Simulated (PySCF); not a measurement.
Si(OH)4, SMILES O[Si](O)(O)O (H4O4Si), PBE0/def2-SVP optimised geometry. Atoms within 1.6 Å of the plane z = 0.0 Å (x, y, z in Å): O1 (-0.82, 1.12, 0.00), Si2 (-0.35, -0.46, 0.00), O3 (1.29, -0.46, 0.00), O4 (-1.08, -1.15, 1.31), O5 (-0.81, -1.35, -1.31), H6 (-0.23, 1.72, -0.48), H7 (1.70, -1.26, -0.33), H9 (-1.70, -1.72, -1.26).

Method: PBE0/def2-TZVP (PySCF). Cells within 0.4 Å of a nucleus heavier than hydrogen are left out (blank, or x).

Map of the deformation density (molecule minus spherical neutral atoms) (e/bohr³) on the plane z = 0.0 Å:

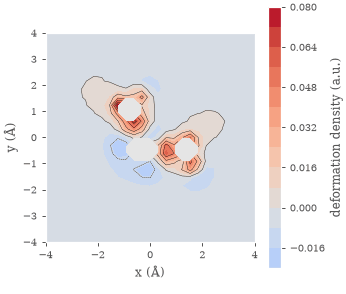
Fig. 1. Deformation density (molecule minus spherical neutral atoms) (e/bohr³) on the plane z = 0.0 Å.
